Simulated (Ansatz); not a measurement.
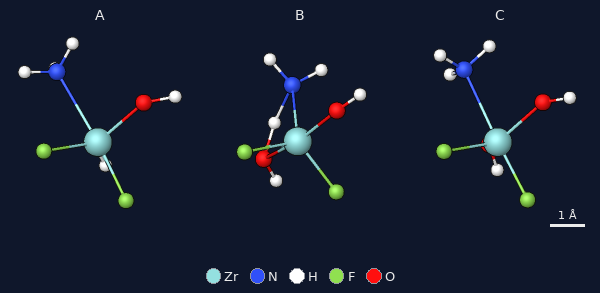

3 geometries from a converged minimum-energy path of ZrNH5O2F2, shuffled. Style: ball-and-stick. Shown from a free direction.

These are results of RKS PBE-D4/def2-SVP (Ansatz), not measurements. Settings: 5 movable images; climbing image; force threshold 0.05 eV/Å; iteration limit 60; starting path through a guess of the saddle point.

Q: Which frame is the transition state?

A: B. In order along the path, whose images run from 0 to 6: B (image 1, +1.7 kcal/mol), C (image 4, −20.5 kcal/mol), A (image 6, −21.2 kcal/mol). A hydrogen atom shifts from one atom to another. Breaking: H–O (1.00 → 2.54 Å). Forming: H–N (1.93 → 1.03 Å).

The run took 3.3 min on 4 threads of Arm Neoverse V1, with other jobs on the host, peak memory 0.19 GiB.
